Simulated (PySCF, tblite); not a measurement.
**C4H5F3S: a rotation path, then NMR shifts on frames**

How do NMR shifts of C4H5F3S (`C[C@@H]1S[C@H]1C(F)(F)F`) change as the atoms move?

Programs: tblite 0.8.0 and PySCF 2.14.0, with density-fitted response routines of our own. Each step states its level of theory. These are calculated values for one molecule in the gas phase, unless marked as measured. Atoms count from 0, in the outputs and in this text.

## (1) Starting geometry

13 atoms, charge 0, multiplicity 1; geometry from: GFN2-xTB.

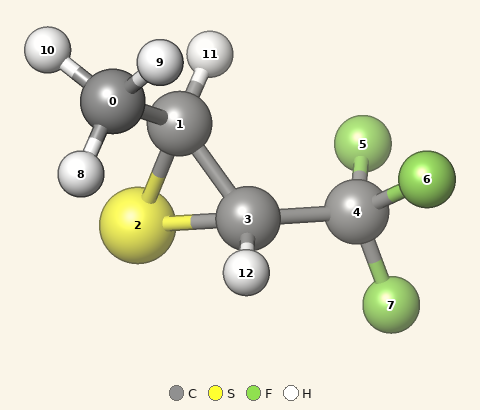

As it starts; carbon grey, sulfur yellow, fluorine green, hydrogen white, atoms numbered.

## (2) A band between two rotamers with GFN2-xTB

Job settings and geometry (Å):

```
{"job": {"kind": "neb", "xc": "GFN2-xTB", "basis": "xTB", "atoms": [2, 3, 4, 7], "turn": 120}, "charge": 0, "multiplicity": 1}
C     -1.964333    -0.098280     0.242645
C     -0.539872     0.104075     0.672215
S      0.126630     1.787253     0.701689
C      0.509862     0.378474    -0.347663
C      1.870633    -0.252125    -0.203371
F      2.248985    -0.418253     1.066557
F      1.886296    -1.476053    -0.768792
F      2.830612     0.453676    -0.813273
H     -2.218729     0.571974    -0.574783
H     -2.104011    -1.127239    -0.085392
H     -2.637538     0.095102     1.074147
H     -0.232650    -0.486725     1.529978
H      0.219726     0.468607    -1.390277
```

Level: GFN2-xTB climbing-image nudged elastic band, gas phase.

Launch:

```bash
> OMP_NUM_THREADS=1 python probes_run.py task.json out
```

This one command runs all jobs of the session in turn.

What it wrote:

```text
image   E - E0 / eV
  0       0.0000
  1       0.0117
  2       0.0328
  3       0.0513
  4       0.0569
  5       0.0474
  6       0.0275
  7       0.0080
  8      -0.0000
```

Wall time 3 s (1 thread of Arm Neoverse N1, shared host); peak memory 0.18 GiB.

The final band, with the dihedral S2–C3–C4–F7:

| image | dihedral (°) | energy (eV) | energy (kcal/mol) |
| --- | --- | --- | --- |
| 0 | -78 | 0.000 | 0.0 |
| 1 | -63 | 0.012 | 0.3 |
| 2 | -48 | 0.033 | 0.8 |
| 3 | -32 | 0.051 | 1.2 |
| 4 | -17 | 0.057 | 1.3 |
| 5 | -2 | 0.047 | 1.1 |
| 6 | 14 | 0.028 | 0.6 |
| 7 | 29 | 0.008 | 0.2 |
| 8 | 44 | 0.000 | 0.0 |

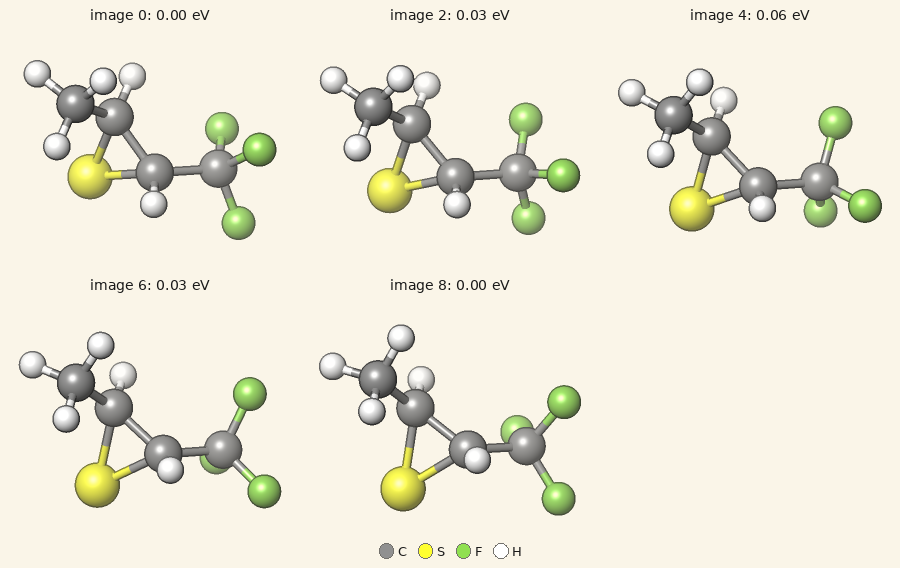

Images along the band.

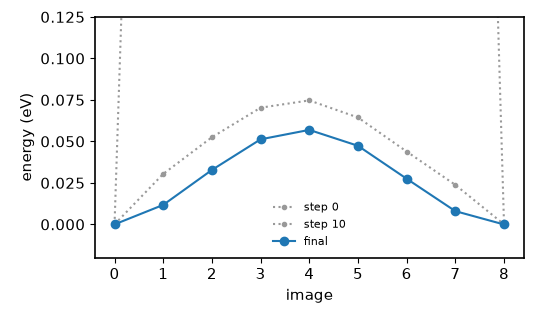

Energy along the band, early and final.

## (3) Nuclear shieldings: image 0, PBE0/pcSseg-1

Job settings and geometry (Å):

```
{"job": {"kind": "nmr", "xc": "PBE0", "basis": "pcSseg-1", "pop": false}, "charge": 0, "multiplicity": 1}
C     -1.964300    -0.098300     0.242600
C     -0.539900     0.104100     0.672200
S      0.126600     1.787300     0.701700
C      0.509900     0.378500    -0.347700
C      1.870600    -0.252100    -0.203400
F      2.249000    -0.418300     1.066600
F      1.886300    -1.476100    -0.768800
F      2.830600     0.453700    -0.813300
H     -2.218700     0.572000    -0.574800
H     -2.104000    -1.127200    -0.085400
H     -2.637500     0.095100     1.074100
H     -0.232600    -0.486700     1.530000
H      0.219700     0.468600    -1.390300
```

Level: GIAO PBE0/pcSseg-1 NMR shielding, non-relativistic, gas phase.

What it wrote:

```text
coarse grid: 12328 points
cycle   1  E = -852.2875938362  dE =  1.302e+00  |g| = 8.847e-01  |ddm| = 3.296e+00
cycle   2  E = -852.1398770380  dE =  1.477e-01  |g| = 1.342e+00  |ddm| = 1.256e+00
cycle   3  E = -852.4233011648  dE = -2.834e-01  |g| = 8.013e-02  |ddm| = 7.988e-01
cycle   4  E = -852.4242049530  dE = -9.038e-04  |g| = 4.899e-02  |ddm| = 1.081e-01
cycle   5  E = -852.4247708197  dE = -5.659e-04  |g| = 1.146e-02  |ddm| = 6.138e-02
cycle   6  E = -852.4248033988  dE = -3.258e-05  |g| = 2.968e-03  |ddm| = 1.713e-02
cycle   7  E = -852.4248051578  dE = -1.759e-06  |g| = 7.597e-04  |ddm| = 2.933e-03
final grid: 118256 points
cycle   8  E = -852.4936061230  dE = -4.256e-05  |g| = 9.120e-03  |ddm| = 2.824e-02
cycle   9  E = -852.4935790418  dE =  2.708e-05  |g| = 1.409e-02  |ddm| = 2.120e-02
cycle  10  E = -852.4936249994  dE = -4.596e-05  |g| = 1.050e-03  |ddm| = 1.454e-02
cycle  11  E = -852.4936252620  dE = -2.626e-07  |g| = 2.988e-04  |ddm| = 1.378e-03
cycle  12  E = -852.4936252797  dE = -1.766e-08  |g| = 7.843e-05  |ddm| = 2.179e-04
cycle  13  E = -852.4936252804  dE = -7.381e-10  |g| = 3.075e-05  |ddm| = 5.710e-05
converged SCF energy = -852.4936252804

GIAO shielding tensors (ppm)
atom      isotropic    diamagn.    paramagn.     s11        s22        s33       span
  0 C      163.487     245.423     -81.936    142.389    158.604    189.468     47.079
  1 C      150.965     251.551    -100.586    110.890    160.981    181.024     70.134
  2 S      642.701    1055.529    -412.828    196.393    687.209   1044.502    848.108
  3 C      145.018     253.507    -108.489    114.446    137.246    183.363     68.916
  4 C       52.760     240.649    -187.888     46.562     53.071     58.648     12.086
  5 F      271.437     473.362    -201.924    187.191    276.878    350.243    163.052
  6 F      246.915     473.713    -226.798    154.121    244.281    342.344    188.224
  7 F      251.141     469.897    -218.756    163.032    249.855    340.536    177.505
  8 H       30.991      29.089       1.902     26.247     29.055     37.673     11.426
  9 H       29.718      28.945       0.773     24.426     27.168     37.559     13.133
 10 H       29.670      27.805       1.865     24.873     26.890     37.248     12.375
 11 H       28.782      31.029      -2.247     21.971     28.111     36.265     14.294
 12 H       28.905      30.912      -2.007     22.485     27.919     36.312     13.828
```

It took 42 s on 1 thread of Arm Neoverse N1, shared host; peak memory 0.75 GiB.

The references, computed at this level on geometries of the same kind, shield at (ppm): 1H TMS 31.72, 13C TMS 186.9, 19F CFCl3 170.9, 33S CS2 504. Their shielding less the atom's gives the shift. The references are single molecules in the gas phase, so shifts against H2O, NH3, PH3, H3PO4 or CFCl3 are not on the usual liquid scales and can be off by tens of ppm. Each atom is listed at this fixed geometry, with no averaging over motion; a spectrum would average atoms that exchange fast.

```csv
atoms,environment,σ (ppm),δ (ppm)
C4,CF3 carbon,52.8,134.2
C3,thiirane ring carbon,145.0,41.9
C1,thiirane ring carbon,151.0,36.0
C0,methyl carbon,163.5,23.4
H11,hydrogen on a thiirane ring carbon,28.78,2.93
H12,hydrogen on a thiirane ring carbon,28.91,2.81
H10,hydrogen on a methyl carbon,29.67,2.05
H9,hydrogen on a methyl carbon,29.72,2.00
H8,hydrogen on a methyl carbon,30.99,0.73
S2,sulfide sulfur,643,-139
F6,fluorine of a CF3 group,246.9,-76.0
F7,fluorine of a CF3 group,251.1,-80.2
F5,fluorine of a CF3 group,271.4,-100.5
```

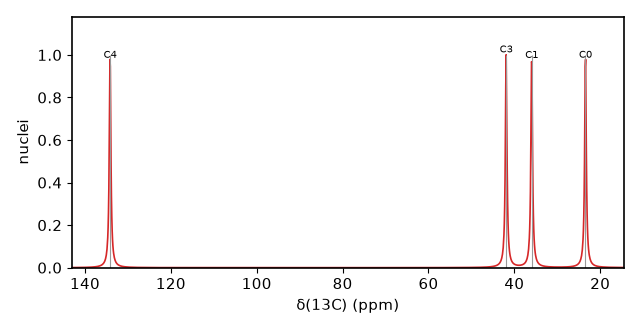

13C lines at the computed shifts, without couplings. Lines are broadened to a width of 0.44 ppm (Lorentzian).

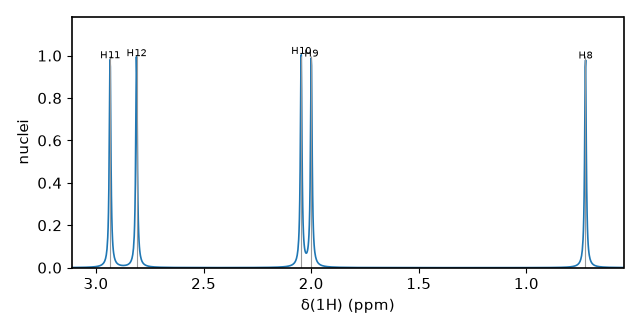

1H lines at the computed shifts, without couplings. Lines are broadened to a width of 0.01 ppm (Lorentzian).

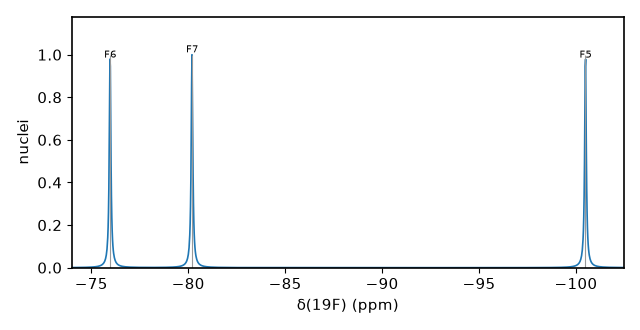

19F lines at the computed shifts, without couplings. Lines are broadened to a width of 0.10 ppm (Lorentzian).

Ring of atoms C1, S2, C3: NICS(0) -48.8, NICS(1) -9.1, NICS(1)zz -23.4 ppm (means of both faces).

In rings of three or four atoms NICS is ruled by the nearby σ bonds, so it says little on aromaticity.

Orbitals, density, ELF and potential are computed afterwards from the orbital file.

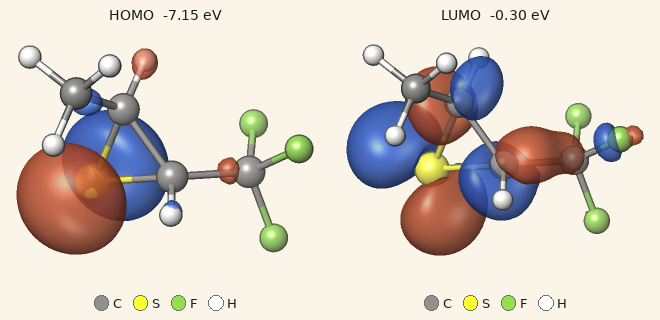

PBE0/pcSseg-1 orbitals near the gap, drawn at the value that encloses 70 % of each; the two colours are the two signs.

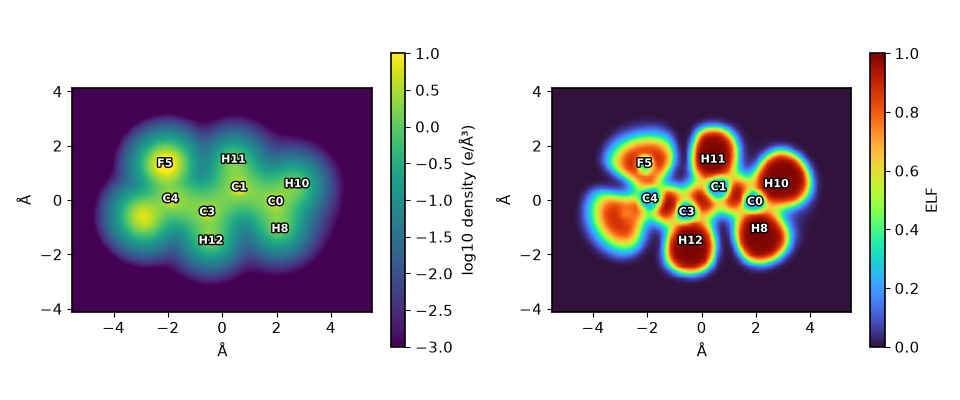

Density (left) and ELF (right) in a plane through or near 9 of the atoms.

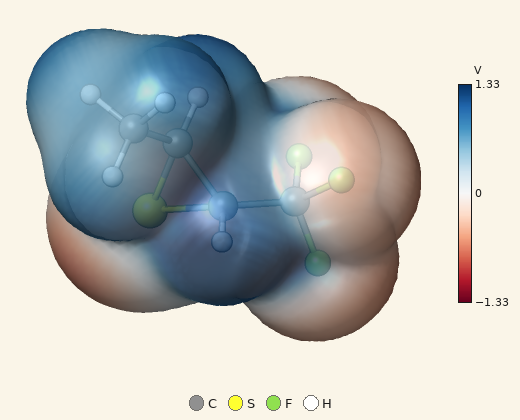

The potential that a unit positive charge feels on the 0.002 e/bohr³ surface, from -0.85 V near S2 to 1.33 V near H12.

## (4) Nuclear shieldings: image 2, PBE0/pcSseg-1

Job settings and geometry (Å):

```
{"job": {"kind": "nmr", "xc": "PBE0", "basis": "pcSseg-1", "pop": false}, "charge": 0, "multiplicity": 1}
C     -1.964000    -0.089800     0.304000
C     -0.530800     0.172000     0.660200
S      0.123000     1.846700     0.460200
C      0.493300     0.315400    -0.412700
C      1.868700    -0.277500    -0.214500
F      2.023300    -0.842900     0.990800
F      2.104100    -1.244700    -1.118300
F      2.855700     0.615000    -0.347300
H     -2.246900     0.478400    -0.578700
H     -2.108400    -1.151300     0.107000
H     -2.609400     0.200100     1.129300
H     -0.194000    -0.304800     1.575900
H      0.181000     0.284000    -1.452400
```

Level: GIAO PBE0/pcSseg-1 NMR shielding, non-relativistic, gas phase.

What it wrote:

```text
coarse grid: 12328 points
cycle   1  E = -852.2850711845  dE =  1.304e+00  |g| = 8.870e-01  |ddm| = 3.298e+00
cycle   2  E = -852.1350269214  dE =  1.500e-01  |g| = 1.348e+00  |ddm| = 1.258e+00
cycle   3  E = -852.4216246926  dE = -2.866e-01  |g| = 8.108e-02  |ddm| = 8.010e-01
cycle   4  E = -852.4225512873  dE = -9.266e-04  |g| = 4.981e-02  |ddm| = 1.112e-01
cycle   5  E = -852.4231398935  dE = -5.886e-04  |g| = 1.160e-02  |ddm| = 6.226e-02
cycle   6  E = -852.4231735069  dE = -3.361e-05  |g| = 2.906e-03  |ddm| = 1.719e-02
cycle   7  E = -852.4231751957  dE = -1.689e-06  |g| = 7.609e-04  |ddm| = 2.908e-03
final grid: 118256 points
cycle   8  E = -852.4912416882  dE = -4.137e-05  |g| = 8.649e-03  |ddm| = 2.899e-02
cycle   9  E = -852.4912165757  dE =  2.511e-05  |g| = 1.342e-02  |ddm| = 2.045e-02
cycle  10  E = -852.4912589506  dE = -4.237e-05  |g| = 1.003e-03  |ddm| = 1.394e-02
cycle  11  E = -852.4912591897  dE = -2.392e-07  |g| = 2.726e-04  |ddm| = 1.280e-03
cycle  12  E = -852.4912592044  dE = -1.463e-08  |g| = 7.867e-05  |ddm| = 2.055e-04
cycle  13  E = -852.4912592052  dE = -7.803e-10  |g| = 2.815e-05  |ddm| = 5.826e-05
converged SCF energy = -852.4912592052

GIAO shielding tensors (ppm)
atom      isotropic    diamagn.    paramagn.     s11        s22        s33       span
  0 C      163.328     245.518     -82.189    142.434    158.321    189.229     46.795
  1 C      148.066     251.543    -103.477    107.926    158.598    177.674     69.748
  2 S      640.812    1055.581    -414.769    180.979    691.172   1050.286    869.308
  3 C      143.528     253.817    -110.289    112.274    133.251    185.060     72.787
  4 C       53.430     239.942    -186.513     46.545     55.642     58.102     11.558
  5 F      263.574     474.299    -210.725    187.427    252.376    350.918    163.491
  6 F      244.816     472.360    -227.544    158.206    236.720    339.522    181.316
  7 F      241.503     469.814    -228.311    158.939    233.020    332.550    173.611
  8 H       30.988      29.107       1.881     26.241     29.056     37.667     11.426
  9 H       29.701      28.930       0.771     24.489     27.126     37.486     12.997
 10 H       29.682      27.822       1.860     24.928     26.928     37.191     12.263
 11 H       28.480      31.051      -2.571     21.768     27.837     35.836     14.068
 12 H       28.739      30.998      -2.259     21.999     28.146     36.071     14.072
```

It took 33 s on 1 thread of Arm Neoverse N1, shared host; peak memory 0.78 GiB.

Key values: δ C4 133.5, C3 43.4, C1 38.9, C0 23.6, H11 3.24, H12 2.98 ppm.

(Part 1 of 2 ends here.)
